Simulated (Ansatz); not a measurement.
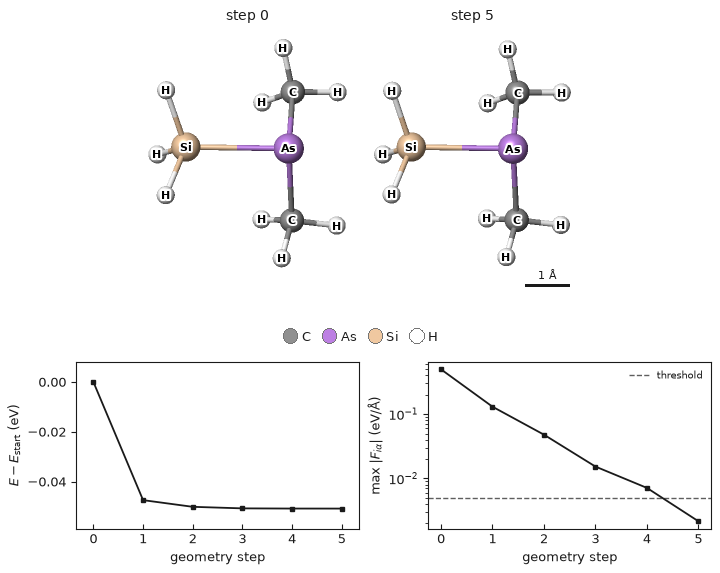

First and last geometry of a relaxation of C₂H₉AsSi, with the history of the run. A ball-and-stick model, seen at a tilt.

The start comes from PBE-D4/def2-SVP.

These are results of Ansatz, RKS PBE0-D4/def2-TZVP, not measurements. (force threshold 0.005 eV/Å; at most 150 steps)

### Read the history and describe the run.

It converged. After 5 geometry steps the energy has fallen by 0.051 eV. The largest force component goes from 0.5 to 0.0022 eV/Å. An H atom moves most after the best rigid fit: 0.035 Å. By element the largest moves are H 0.035 Å, As 0.025 Å, C 0.016 Å, Si 0.012 Å. Among the contacts that change: As–Si 2.386 → 2.359 Å, As–C 1.998 → 1.975 Å, H–Si 1.507 → 1.488 Å, C–H 1.108 → 1.091 Å. The run took of the order of 90 core-seconds on a shared host.
